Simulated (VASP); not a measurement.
Band structure of ZnS (space group P6_3mc). These are PBE GGA, VASP's PBE PAW potentials (set 64) (plane waves; VASP 6.6.1) values and carry that method's errors.

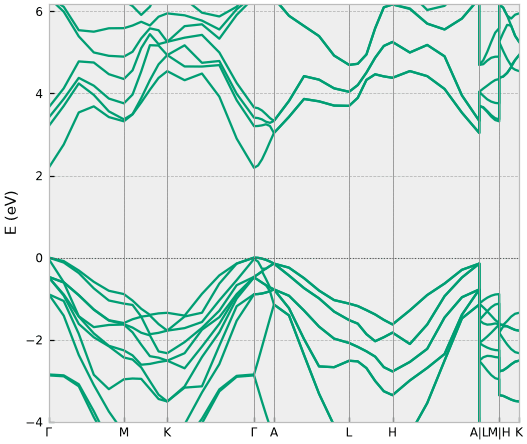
Figure: Bands along high-symmetry lines, zero at the valence-band maximum or, without a gap, the Fermi level

Q: Read the plot: is there a gap, and where are the band edges?

A: The gap is direct, 2.19 eV, from the valence maximum at Γ to the conduction minimum at Γ.

The structure comes from a computed database's ZnS entry; how it stands against other phases isn't given here. The cell was not relaxed at this level.
